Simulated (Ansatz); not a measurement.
The relaxed structure here is a generated cell of CdS: the first start was made by a random draw of sites in a space group, and the end was not matched to a known phase here, so it may be hypothetical. Known forms of CdS include space group No. 186, 216.

One stationary structure of CdS. These are PBE (plane waves to 420 eV, PAW, scalar-relativistic; Ansatz, a first-principles code) values and carry that method's errors.

P6₃/mmc (No. 194), hP4, NiAs type; a = 3.878 Å, b = 3.878 Å, c = 6.477 Å, α = 90.00°, β = 90.00°, γ = 120.00°.

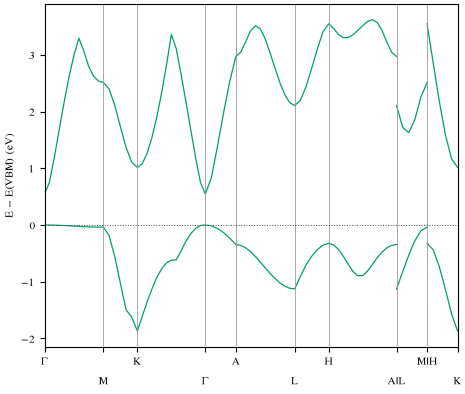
Figure. Highest filled and lowest empty band along the path of this cell's Brillouin zone

Question: Read off the gap and say whether it is direct.

Answer: 0.54 eV, direct at Γ (no spin-orbit coupling).

Question: How far does the top valence band disperse along this path?

Answer: About 1.9 eV.

No spin polarisation in the result.

The run could not lose the symmetry of its start: the end is stationary, and may be a saddle point rather than a minimum.
